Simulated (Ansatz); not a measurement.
**AsH2 (SMILES [AsH2]): levels of theory compared**

Wanted: a comparison of 4 runs (UB3LYP/cc-pVTZ, UPBE-QIDH/cc-pVTZ, UPBE0/cc-pVTZ, UCCSD(T)/cc-pVTZ) of AsH2. 

Program for the calculation: Ansatz 0.2.0.

34 further runs of the same task are left out: 34 set aside as unsound or not needed.

## Step 1: The system as given

AsH2 has 3 atoms, charge 0, and is taken as a doublet. As SMILES, `[AsH2]`. The As1–H2 distance was set to 2.747 Å, away from the relaxed value. At this shape a bond of the SMILES string is far longer than usual.

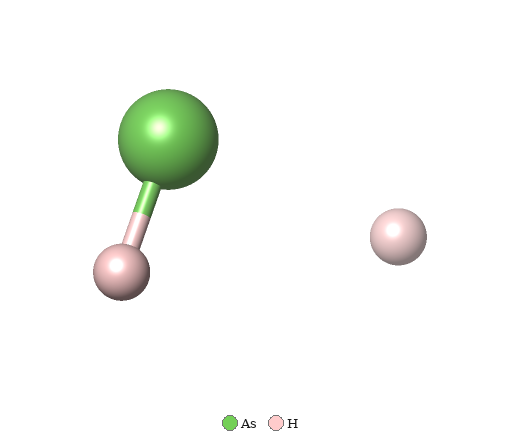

Viewed from a chosen angle; arsenic green, hydrogen pink.

## Step 2: A single-point energy at UB3LYP/cc-pVTZ (run 1)

in.yaml

```yaml
crystal:
  periodic: [false, false, false]
  atoms:
    - {symbol: As, position_ang: [-1.576269, -0.047204, -0.861900]}
    - {symbol: H, position_ang: [0.680410, 0.795730, 0.459110]}
    - {symbol: H, position_ang: [-1.110049, -1.497794, -0.771430]}
basis:
  gaussian: {orbitals: cc-pVTZ}
magnetization: {spin_polarized: true, initial_magnetization: 1}
hamiltonian: {xc: {name: B3LYP}}
accuracy: high
output: {orbitals: {seedname: orbitals}}
```

Launch:

```console
$ ansatz run in.yaml --threads 1 --pin off --max-ram 3480MiB --events-out events.jsonl --progress --plain --runs-dir runs
```

The log of the run:

```text
Warning: RAYON_NUM_THREADS=1 ignored (pool sized by the plan → 1); use --threads N
Functional definition: B3LYP
  name "B3LYP"
  parameter a0 = 0.2
  parameter ax = 0.72
  parameter ac = 0.81
  exchange = (1 - a0 - ax)*slater_x + ax*b88_x + a0*exact_x
  correlation = (1 - ac)*vwn_rpa_c + ac*lyp_c
968 factors; integrals over basis functions are off by at most 4.4e-9 eV
mean field evaluation 1: about -60871.8125 eV, gradient 8.8e0 eV
mean field evaluation 2: about -60869.5317 eV, gradient 1.6e1 eV
mean field evaluation 4: about -60872.2881 eV, gradient 9.8e-1 eV
mean field evaluation 8: about -60872.3296 eV, gradient 5.6e-1 eV
mean field evaluation 16: about -60872.5598 eV, gradient 1.9e-4 eV
mean field evaluation 32: about -60872.5597 eV, gradient 6.3e-2 eV
mean field evaluation 64: about -60871.5215 eV, gradient 1.4e-1 eV
mean field -60872.55979949 eV, -2237.0253117284 hartree, gradient 3.2e-8 eV, S^2 1.322458; 6 other end points of the search recorded, 0 dependent functions left out
reference -60872.55983013 eV, -2237.0253128542 hartree; 18, 17 occupied and 53, 54 virtual orbitals, 968 factors
Total energy: -60872.55983013 eV, -2237.0253128542 hartree
```

It took 9 s on 1 thread of Intel Xeon 6975P-C (Granite Rapids), shared host; peak memory 0.22 GiB.

## Step 3: The energy at UPBE-QIDH/cc-pVTZ (run 2)

job.yaml

```yaml
crystal:
  periodic: [false, false, false]
  atoms:
    - symbol: As
      position_ang: [-1.576269, -0.047204, -0.861900]
    - symbol: H
      position_ang: [0.680410, 0.795730, 0.459110]
    - symbol: H
      position_ang: [-1.110049, -1.497794, -0.771430]
basis:
  gaussian:
    orbitals: cc-pVTZ
magnetization:
  spin_polarized: true
  initial_magnetization: 1
hamiltonian:
  xc: {name: PBE-QIDH}
correlation:
  frozen_orbitals: {As: 9, H: 0}
accuracy: high
output: {orbitals: {seedname: orbitals}}
```

Launch:

```console
$ ansatz run job.yaml --threads 1 --pin off --max-ram 3480MiB --events-out events.jsonl --progress --plain --runs-dir runs
```

The log of the run, shortened:

```text
Warning: RAYON_NUM_THREADS=1 ignored (pool sized by the plan → 1); use --threads N
Functional definition: PBE-QIDH
  name "PBE-QIDH"
[...]
968 factors; integrals over basis functions are off by at most 4.4e-9 eV
[...]
mean field -60852.60328966 eV, -2236.2919235192 hartree, gradient 5.5e-8 eV, S^2 1.594797; 6 other end points of the search recorded, 0 dependent functions left out
9 core orbitals not correlated: weight in the atoms' cores, before any rotation towards them, 1.000 or more for the frozen orbitals, at most 0.000 for the correlated occupied ones
reference -60852.60329059 eV, -2236.2919235533 hartree; 9, 8 occupied and 53, 54 virtual orbitals, 968 factors
second order -5.24420651 eV of doubles, -0.00000000 eV of singles
Total energy: -60854.35135943 eV, -2236.3561638981 hartree
```

It took 9.9 s on 1 thread of Intel Xeon 6975P-C (Granite Rapids), shared host; peak memory 0.22 GiB.

Run 3 isn't shown in full; the table further down has it.

## Step 4: A single-point energy at UCCSD(T)/cc-pVTZ (run 4)

molecule.yaml

```yaml
crystal:
  periodic: [false, false, false]
  atoms:
    - {symbol: As, position_ang: [-1.576269, -0.047204, -0.861900]}
    - {symbol: H, position_ang: [0.680410, 0.795730, 0.459110]}
    - {symbol: H, position_ang: [-1.110049, -1.497794, -0.771430]}
basis:
  gaussian:
    orbitals: cc-pVTZ
magnetization:
  spin_polarized: true
  initial_magnetization: 1
correlation:
  method: ccsd_t
  frozen_orbitals: {As: 9, H: 0}
accuracy: high
scf:
  omitted_lower_state_checks: [cluster_reference, increment]
```

Launch:

```console
$ ansatz run molecule.yaml --threads 1 --pin off --max-ram 3480MiB --events-out events.jsonl --progress --plain --runs-dir runs
```

The log of the run:

```text
Warning: RAYON_NUM_THREADS=1 ignored (pool sized by the plan → 1); use --threads N
[... 15 lines left out ...]
9 core orbitals not correlated: weight in the atoms' cores, before any rotation towards them, 1.000 or more for the frozen orbitals, at most 0.000 for the correlated occupied ones
[... 39 lines left out ...]
Total energy: -60831.28947314 eV, -2235.5086552091 hartree
Checks for a lower state left out: cluster_reference, increment
```

Run time: 9 s. Hardware: 1 thread of Intel Xeon 6975P-C (Granite Rapids), shared host; peak memory 0.38 GiB.

## Step 5: The series

| run | level | frozen core orbitals | energy (Eh) | HOMO energy (eV) | LUMO energy (eV) | ⟨S²⟩ | wall time |
| --- | --- | --- | --- | --- | --- | --- | --- |
| 1 | UB3LYP/cc-pVTZ | – | -2237.025313 | -6.85 | -3.61 | 1.322 | 9 s |
| 2 | UPBE-QIDH/cc-pVTZ | 9 | -2236.356164 | -8.99 | -0.89 | 1.595 | 9.9 s |
| 3 | UPBE0/cc-pVTZ | – | -2236.702592 | -7.14 | -3.04 | 1.447 | 8.7 s |
| 4 | UCCSD(T)/cc-pVTZ | 9 | -2235.508655 | – | – | 1.654 | 9 s |

## Step 6: Results

| quantity | value |
| --- | --- |
| run 4: total energy | -2235.50866 Eh |
| run 4: correlation energy (9 core orbitals frozen) | -198.2 mEh |
| run 4: (T) correction | -8.55 mEh |
| run 4: ⟨S²⟩ of the reference determinant | 1.654 |
| run 4: T1 diagnostic | 0.028 |

What this shows: Totals of different functionals can't be ranked against each other. Spin contamination of the reference: run 4 ⟨S²⟩ = 1.65, run 2 ⟨S²⟩ = 1.59, run 3 ⟨S²⟩ = 1.45, run 1 ⟨S²⟩ = 1.32. Where it is this large, the reference is a mixture of spin states, and values that rest on it are in doubt. All runs together took 37 s, the longest 9.9 s.
